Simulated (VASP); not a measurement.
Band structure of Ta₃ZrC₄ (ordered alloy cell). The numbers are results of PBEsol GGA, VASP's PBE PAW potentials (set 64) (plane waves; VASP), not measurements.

Unless said otherwise, spin-orbit coupling is left out, though it shifts the bands of the heavy elements here.

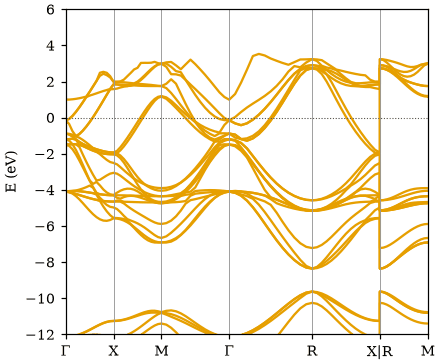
Figure. Bands along high-symmetry lines, zero at the valence-band maximum or, without a gap, the Fermi level

Question: Read the plot: is there a gap, and where are the band edges?

Answer: It has no gap at this level: it comes out as a metal or semimetal. (Edges off the drawn lines would not show.)

The structure was generated: Ta3ZrC4 was put into an ordered model structure (Pm-3m), which need not be its known phase. It was relaxed first. The electron count is odd and the run is not spin-polarised, which forces a metal.
